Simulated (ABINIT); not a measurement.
# Converging GW for AgCl (Fm-3m) in ABINIT

What does each rung of G0W0 on AgCl (Fm-3m) cost, and what does it buy?

Calculated with ABINIT 10.8.3; PBE and many-body steps on it, plane waves.

## 1. The structure

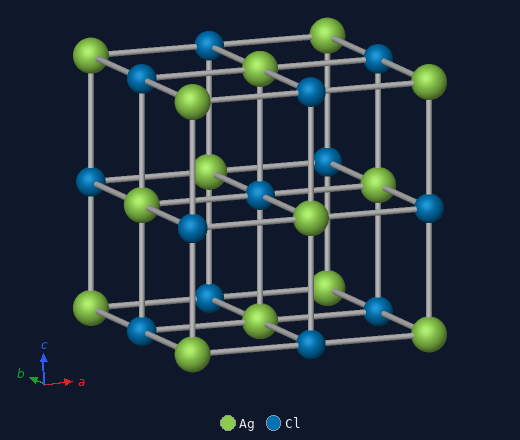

The starting structure, seen slightly off an axis (silver green, chlorine blue). This picture shows the conventional cell, with its axes. Some periodic images of atoms are drawn too.

 The runs that relaxed it are not among those shown.

## 2. Empty states on the mesh, 6×6×6 mesh, 414 bands

This step: ABINIT 10.8.3; DFT, PBE, plane waves, norm-conserving pseudopotentials.

The sums over transitions need many empty states on a uniform mesh; this step solves for them.

run.abi reads:

```
acell 3*1.0 Angstrom
rprim 
  0.000000000000 2.798500000000 2.798500000000
  2.798500000000 0.000000000000 2.798500000000
  2.798500000000 2.798500000000 -0.000000000000
ntypat 2
znucl 47 17
natom 2
typat 1 2
xred 
  0.000000000000 0.000000000000 0.000000000000
  0.500000000000 0.500000000000 0.500000000000
pp_dirpath "pseudos"
pseudos "Ag.upf, Cl.upf"
ecut 37
ngkpt 6 6 6
nshiftk 1
shiftk 0 0 0
kptopt 1
chksymbreak 0
irdden 1
istwfk *1
nband 414
prtvol 0
optdriver 6
gwr_task "HDIAGO"
paral_kgb 0
occopt 1
indata_prefix "in"
outdata_prefix "out"
tmpdata_prefix "tmp"
```

The run is started by

```bash
OMP_NUM_THREADS=1 mpirun -n 8 abinit run.abi > log
```

Log:

```text
.Version 10.8.3 of ABINIT. v10.8.2 released Aug 2026.

 Symmetries : space group Fm -3 m (#225); Bravais cF (face-center cubic)
[... echo of the input left out ...]
== DATASET  1 ==================================================================
-   mpi_nproc: 8, omp_nthreads: 1 (-1 if OMP is not activated)

--- !DatasetInfo
iteration_state: {dtset: 1, }
dimensions: {natom: 2, nkpt: 16, mband: 414, nsppol: 1, nspinor: 1, nspden: 1, mpw: 3218, }
cutoff_energies: {ecut:  37.0, pawecutdg:  -1.0, }
[...]
Indirect band gap semiconductor
 Fundamental gap:     0.921 (eV)
   VBM:     4.308 (eV) at k: [ 5.0000E-01,  0.0000E+00,  0.0000E+00]
   CBM:     5.229 (eV) at k: [ 0.0000E+00,  0.0000E+00,  0.0000E+00]
 Direct gap:         3.124 (eV) at k: [ 0.0000E+00,  0.0000E+00,  0.0000E+00]

== END DATASET(S) ==============================================================
================================================================================

 -outvars: echo values of variables after computation  --------
           etotal      0.0000000000E+00
            nband         414
             nkpt          16
          spgroup         225
 [... the other variables as echoed above ...]

 Calculation completed.
```

It took 58 s on 8 MPI ranks of Arm Neoverse V1, shared host; peak memory 4.9 GiB.

Numbers from this step:

| Property | Result |
| --- | --- |
| gap | 0.9214 eV |
| k of the valence top | 0.5, 0, 0 |
| k of the conduction bottom | 0, 0, 0 |
| least direct gap | 3.124 eV |
| k points computed | 16 |
| lowest point of the top converged band, above the valence top | 238.1226 eV |

On this mesh the gap is 0.921 eV.

The density comes from a self-consistent run that is not shown.

## 3. Screening, 6×6×6 mesh, 62 bands, screening to 114.3 eV

The RPA dielectric matrix is built and inverted for each q.

This step: RPA screening on PBE, plane waves, norm-conserving pseudopotentials.

Changes to run.abi since step 2:

```diff
@@ -20,10 +20,11 @@
 chksymbreak 0
-irdden 1
 istwfk *1
-nband 414
-prtvol 0
-optdriver 6
-gwr_task "HDIAGO"
-paral_kgb 0
 occopt 1
+irdwfk 1
+optdriver 3
+nband 62
+ecuteps 4.2
+inclvkb 2
+awtr 1
+symchi 1
 indata_prefix "in"
```

Log:

```text
.Version 10.8.3 of ABINIT. v10.8.2 released Aug 2026.

 Symmetries : space group Fm -3 m (#225); Bravais cF (face-center cubic)
[... echo of the input left out ...]
== DATASET  1 ==================================================================
-   mpi_nproc: 8, omp_nthreads: 1 (-1 if OMP is not activated)

--- !DatasetInfo
iteration_state: {dtset: 1, }
dimensions: {natom: 2, nkpt: 16, mband: 62, nsppol: 1, nspinor: 1, nspden: 1, mpw: 3218, }
cutoff_energies: {ecut:  37.0, pawecutdg:  -1.0, }
electrons: {nelect:   2.60000000E+01, charge:   0.00000000E+00, occopt:   1.00000000E+00, tsmear:   1.00000000E-02, }

 SCREENING: Calculation of the susceptibility and dielectric matrices

 Based on a program developped by R.W. Godby, V. Olevano, G. Onida, and L. Reining.
 Incorporated in ABINIT by V. Olevano, G.-M. Rignanese, and M. Torrent.
.Using double precision arithmetic ; gwpc =  8

[... cell and pseudopotentials left out ...]
--------------------------------------------------------------------------------

 ==== K-mesh for the wavefunctions ====
 Number of points in the irreducible wedge :    16
[... list of points left out ...]
 Together with 48 symmetry operations and time-reversal symmetry
 yields   216 points in the full Brillouin Zone.

 ==== Q-mesh for the screening function ====
 Number of points in the irreducible wedge :    16
[... list of points left out ...]
 Together with 48 symmetry operations and time-reversal symmetry
 yields   216 points in the full Brillouin Zone.

 setmesh: FFT mesh size selected  =    27x   27x   27
          total number of points  =        19683

 vcoul_init : cutoff-mode = AUXILIARY_FUNCTION
 q-points for optical limit:   1
     1)      0.000010    0.000020    0.000030

- screening: taking advantage of time-reversal symmetry
- Maximum band index for partially occupied states nbvw = 13
- Remaining bands to be divided among processors   nbcw = 49
- Number of bands treated by each node ~6

 Number of electrons calculated from density =   26.0000; Expected =   26.0000
 average of density, n =  0.087896
 r_s =    1.3952
 omega_plasma =   28.5984 [eV]

 calculating chi0 at frequencies [eV] :
  1    0.000000E+00    0.000000E+00
  2    0.000000E+00    2.859835E+01

--------------------------------------------------------------------------------
  q-point number  1        q = ( 0.000000, 0.000000, 0.000000) [r.l.u.]
--------------------------------------------------------------------------------
[... chi0 elements left out ...]
 For q-point:  0.000010 0.000020 0.000030
  dielectric constant =   4.8675
  dielectric constant without local fields =   5.2864

  Average fulfillment of the sum rule on Im[epsilon] for q-point    1 :     46.89  [%]
[... wings left out ...]
  q-point number  2        q = ( 0.166667, 0.000000, 0.000000) [r.l.u.]
--------------------------------------------------------------------------------
[... chi0 elements left out ...]
  Average fulfillment of the sum rule on Im[epsilon] for q-point    2 :     67.22  [%]

 [... 14 further q-points ...]
```

Wall time 43 s (8 MPI ranks); peak memory 1.6 GiB; 5.8 min of CPU time.

Numbers from this step:

```yaml
eps_infinity_with_local_fields_on_this_mesh_along_the_program_s_q_direction: 4.867
the_same_without_local_fields: 5.286
plasma_frequency: 28.60 eV
plane_waves_in_the_screening_matrix: 113
```

Local fields lower ε∞ by 8 %.

## 4. 62 bands, 114.3 eV

The self-energy is evaluated for the states that the input lists, and the levels follow from it, in one-shot runs by the linearised quasiparticle equation.

This step: G0W0 on PBE, plane waves, norm-conserving pseudopotentials.

Changes to run.abi since step 3:

```diff
@@ -23,8 +23,17 @@
 irdwfk 1
-optdriver 3
+optdriver 4
 nband 62
+gwcalctyp 0
+ecutsigx 37
+symsigma 1
+nkptgw 2
+kptgw 
+  0.5000000000 0.0000000000 0.0000000000
+  0.0000000000 0.0000000000 0.0000000000
+bdgw 
+  12 15
+  11 17
 ecuteps 4.2
-inclvkb 2
-awtr 1
-symchi 1
+irdscr 1
+ppmodel 1
 indata_prefix "in"
```

Log:

```text
.Version 10.8.3 of ABINIT. v10.8.2 released Aug 2026.

 Symmetries : space group Fm -3 m (#225); Bravais cF (face-center cubic)
[... echo of the input left out ...]
== DATASET  1 ==================================================================
-   mpi_nproc: 8, omp_nthreads: 1 (-1 if OMP is not activated)

--- !DatasetInfo
iteration_state: {dtset: 1, }
dimensions: {natom: 2, nkpt: 16, mband: 62, nsppol: 1, nspinor: 1, nspden: 1, mpw: 3218, }
cutoff_energies: {ecut:  37.0, pawecutdg:  -1.0, }
electrons: {nelect:   2.60000000E+01, charge:   0.00000000E+00, occopt:   1.00000000E+00, tsmear:   1.00000000E-02, }

 SIGMA: Calculation of the GW corrections

 Based on a program developped by R.W. Godby, V. Olevano, G. Onida, and L. Reining.
 Incorporated in ABINIT by V. Olevano, G.-M. Rignanese, and M. Torrent.
.Using double precision arithmetic ; gwpc =  8

[... cell and pseudopotentials left out ...]
--------------------------------------------------------------------------------

 ==== K-mesh for the wavefunctions ====
 Number of points in the irreducible wedge :    16
[... list of points left out ...]
 Together with 48 symmetry operations and time-reversal symmetry
 yields   216 points in the full Brillouin Zone.

 ==== Q-mesh for screening function ====
 Number of points in the irreducible wedge :    16
[... list of points left out ...]
 Together with 48 symmetry operations and time-reversal symmetry
 yields   216 points in the full Brillouin Zone.

 vcoul_init : cutoff-mode = AUXILIARY_FUNCTION
 q-points for optical limit:   1
     1)      0.000010    0.000020    0.000030
 setmesh: FFT mesh size selected  =    45x   45x   45
          total number of points  =        91125

 Number of electrons calculated from density =   26.0000; Expected =   26.0000
 average of density, n =  0.087896
 r_s =    1.3952
 omega_plasma =   28.5984 [eV]

 === KS Band Gaps ===
  >>>> For spin  1
   Minimum direct gap =   3.1244 [eV], located at k-point      :   0.0000  0.0000  0.0000
   Fundamental gap    =   0.9214 [eV], Top of valence bands at :   0.5000  0.0000  0.0000
                                       Bottom of conduction at :   0.0000  0.0000  0.0000
 SIGMA fundamental parameters:
 PLASMON POLE MODEL  1
 number of plane-waves for SigmaX                 3143
 number of plane-waves for SigmaC and W            113
 number of plane-waves for wavefunctions          3143
 number of bands                                    62
 number of independent spin polarizations            1
 number of spinorial components                      1
 number of k-points in IBZ                          16
 number of q-points in IBZ                          16
 number of symmetry operations                      48
 number of k-points in BZ                          216
 number of q-points in BZ                          216
 number of frequencies for dSigma/dE                 9
 frequency step for dSigma/dE [eV]                0.25
 number of omega for Sigma on real axis              0
 max omega for Sigma on real axis  [eV]           0.00
 zcut for avoiding poles [eV]                     0.10

 EPSILON^-1 parameters (SCR file):
 dimension of the eps^-1 matrix on file            113
 dimension of the eps^-1 matrix used               113
 number of plane-waves for wavefunctions          3143
 number of bands                                    62
 number of q-points in IBZ                          16
 number of frequencies                               2
 number of real frequencies                          1
 number of imag frequencies                          1

 matrix elements of self-energy operator (all in [eV])

 Perturbative Calculation

--- !SelfEnergy_ee
iteration_state: {dtset: 1, }
kpoint     : [   0.500,    0.000,    0.000, ]
spin       : 1
KS_gap     :    4.314
QP_gap     :    5.348
Delta_QP_KS:    1.035
data: !SigmaeeData |
     Band     E0 <VxcDFT>   SigX SigC(E0)      Z dSigC/dE  Sig(E)    E-E0       E
       12   4.308 -21.438 -26.414   4.103   0.797  -0.254 -22.134  -0.697   3.611
       13   4.308 -21.438 -26.414   4.103   0.797  -0.254 -22.134  -0.697   3.611
       14   8.621  -8.967  -4.827  -3.737   0.838  -0.194  -8.629   0.338   8.959
       15  10.699 -13.610  -7.677  -4.613   0.804  -0.244 -12.548   1.061  11.760

--- !SelfEnergy_ee
iteration_state: {dtset: 1, }
kpoint     : [   0.000,    0.000,    0.000, ]
spin       : 1
KS_gap     :    3.124
QP_gap     :    4.500
Delta_QP_KS:    1.376
data: !SigmaeeData |
     Band     E0 <VxcDFT>   SigX SigC(E0)      Z dSigC/dE  Sig(E)    E-E0       E
       11   2.105 -14.483 -18.724   3.118   0.790  -0.266 -15.370  -0.886   1.218
       12   2.105 -14.483 -18.724   3.118   0.790  -0.266 -15.370  -0.886   1.218
       13   2.105 -14.483 -18.724   3.118   0.790  -0.266 -15.370  -0.886   1.218
       14   5.229 -10.715  -6.617  -3.510   0.832  -0.202 -10.226   0.489   5.718
       15  15.026 -12.073  -6.782  -4.158   0.824  -0.213 -11.139   0.934  15.960
       16  15.026 -12.073  -6.782  -4.158   0.824  -0.213 -11.139   0.934  15.960
       17  15.026 -12.073  -6.782  -4.158   0.824  -0.213 -11.139   0.934  15.960

== END DATASET(S) ==============================================================
================================================================================

 -outvars: echo values of variables after computation  --------
           etotal      0.0000000000E+00
            nband          62
             nkpt          16
          spgroup         225
 [... the other variables as echoed above ...]

 Calculation completed.
```

The job ended after 5.2 s (8 MPI ranks; peak memory 1.4 GiB; 41 s of CPU time).

Numbers from this step:

* G0W0 gap on the points computed: 2.107 eV
* starting gap on the mesh: 0.9214 eV
* k of the valence top: 0.5, 0, 0
* k of the conduction bottom: 0, 0, 0
* Z at the valence top: 0.797
* Z at the conduction bottom: 0.832
* least direct G0W0 gap on the computed points: 4.5 eV

The gap on the mesh goes from 0.92 eV to 2.11 eV, a correction of +1.19 eV.

## 5. Screening, 6×6×6 mesh, 173 bands, screening to 212.2 eV

This step: RPA screening on PBE, plane waves, norm-conserving pseudopotentials.

Changes to run.abi since step 4:

```diff
@@ -23,17 +23,8 @@
 irdwfk 1
-optdriver 4
-nband 62
-gwcalctyp 0
-ecutsigx 37
-symsigma 1
-nkptgw 2
-kptgw 
-  0.5000000000 0.0000000000 0.0000000000
-  0.0000000000 0.0000000000 0.0000000000
-bdgw 
-  12 15
-  11 17
-ecuteps 4.2
-irdscr 1
-ppmodel 1
+optdriver 3
+nband 173
+ecuteps 7.8
+inclvkb 2
+awtr 1
+symchi 1
 indata_prefix "in"
```

Log:

```text
.Version 10.8.3 of ABINIT. v10.8.2 released Aug 2026.

 Symmetries : space group Fm -3 m (#225); Bravais cF (face-center cubic)
[... echo of the input left out ...]
== DATASET  1 ==================================================================
-   mpi_nproc: 8, omp_nthreads: 1 (-1 if OMP is not activated)

--- !DatasetInfo
iteration_state: {dtset: 1, }
dimensions: {natom: 2, nkpt: 16, mband: 173, nsppol: 1, nspinor: 1, nspden: 1, mpw: 3218, }
cutoff_energies: {ecut:  37.0, pawecutdg:  -1.0, }
electrons: {nelect:   2.60000000E+01, charge:   0.00000000E+00, occopt:   1.00000000E+00, tsmear:   1.00000000E-02, }

 SCREENING: Calculation of the susceptibility and dielectric matrices

 Based on a program developped by R.W. Godby, V. Olevano, G. Onida, and L. Reining.
 Incorporated in ABINIT by V. Olevano, G.-M. Rignanese, and M. Torrent.
.Using double precision arithmetic ; gwpc =  8

[... cell and pseudopotentials left out ...]
--------------------------------------------------------------------------------

 ==== K-mesh for the wavefunctions ====
 Number of points in the irreducible wedge :    16
[... list of points left out ...]
 Together with 48 symmetry operations and time-reversal symmetry
 yields   216 points in the full Brillouin Zone.

 ==== Q-mesh for the screening function ====
 Number of points in the irreducible wedge :    16
[... list of points left out ...]
 Together with 48 symmetry operations and time-reversal symmetry
 yields   216 points in the full Brillouin Zone.

 setmesh: FFT mesh size selected  =    30x   30x   30
          total number of points  =        27000

 vcoul_init : cutoff-mode = AUXILIARY_FUNCTION
 q-points for optical limit:   1
     1)      0.000010    0.000020    0.000030

- screening: taking advantage of time-reversal symmetry
- Maximum band index for partially occupied states nbvw = 13
- Remaining bands to be divided among processors   nbcw = 160
- Number of bands treated by each node ~20

 Number of electrons calculated from density =   26.0000; Expected =   26.0000
 average of density, n =  0.087896
 r_s =    1.3952
 omega_plasma =   28.5984 [eV]

 calculating chi0 at frequencies [eV] :
  1    0.000000E+00    0.000000E+00
  2    0.000000E+00    2.859835E+01

--------------------------------------------------------------------------------
  q-point number  1        q = ( 0.000000, 0.000000, 0.000000) [r.l.u.]
--------------------------------------------------------------------------------
[... chi0 elements left out ...]
 For q-point:  0.000010 0.000020 0.000030
  dielectric constant =   4.8500
  dielectric constant without local fields =   5.3125

  Average fulfillment of the sum rule on Im[epsilon] for q-point    1 :     78.41  [%]
[... wings left out ...]
  q-point number  2        q = ( 0.166667, 0.000000, 0.000000) [r.l.u.]
--------------------------------------------------------------------------------
[... chi0 elements left out ...]
  Average fulfillment of the sum rule on Im[epsilon] for q-point    2 :     89.59  [%]

 [... 14 further q-points ...]
```

Wall time 4.1 min (8 MPI ranks); peak memory 3 GiB.

Numbers from this step:

| Item | Value |
| --- | --- |
| ε∞ with local fields, on this mesh, along the program's q direction | 4.85 |
| the same without local fields | 5.312 |
| plasma frequency | 28.60 eV |
| plane waves in the screening matrix | 331 |

(Continued in part 2 of 2.)

[Paths, hosts, dates, memory and timing lines, banners, echoed tables and standing remarks are left out of the program output.]

[Logs are printed without paths, hosts, clocks, repeated set-up lines and the standing remarks that a program may print on its own settings, such as how far it seeks lower states.]

[Runs of the session that timed out or met a known fault of the program may be left out.]

[Hosts, paths, dates, database ids (printed as entryN), source tags and the programs' standing remarks are cut or masked in the printed files.]

[G0W0 gaps are taken among the corrected bands and points alone; a level outside them can change the order at an edge.]

[Where Ansatz stands beside ABINIT at settings called matched, ABINIT's density can come from a denser mesh and the files from another edition; pairs whose starting gaps differed by over 0.03 eV were left out, so agreement reads better than it is.]
